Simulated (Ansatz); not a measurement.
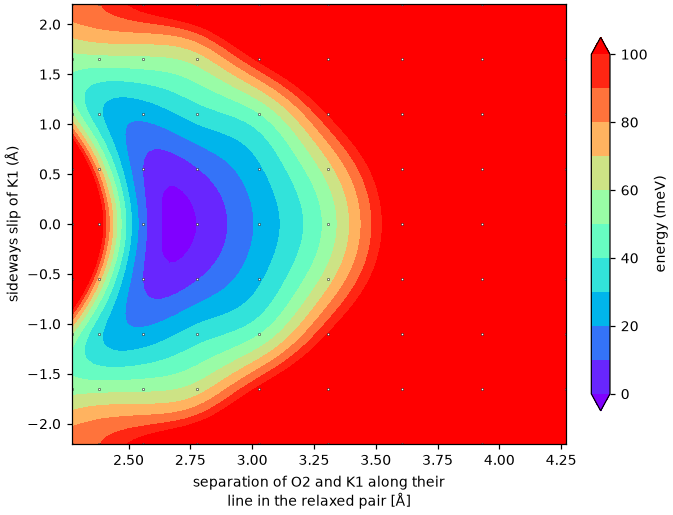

CKO₂, charge +1. First axis: separation of O2 and K1 along their line in the relaxed pair. Second axis: sideways slip of K1. Nothing is relaxed (both partners rigid). The grid has 9 × 9 points; 67 points were computed and 14 follow by symmetry. Points are written as (first, second). Energies are in meV, from the lowest grid point. Method: Ansatz, RKS B3LYP-D4/def2-TZVPD.

The picture shows filled contours, dots at the grid points, one colour for all values above the top of the scale. Between grid points the surface is interpolated.

Where is the minimum, and how stiff is the well along each coordinate?

Answer. The interpolated minimum is at the first coordinate ≈ 2.703 Å, sideways slip of K1 ≈ 0.00 Å. The curvatures there are about 1.1 eV/Å² and 0.036 eV/Å², with a cross term of about 0 eV/Å². Round the minimum the two coordinates are nearly uncoupled.
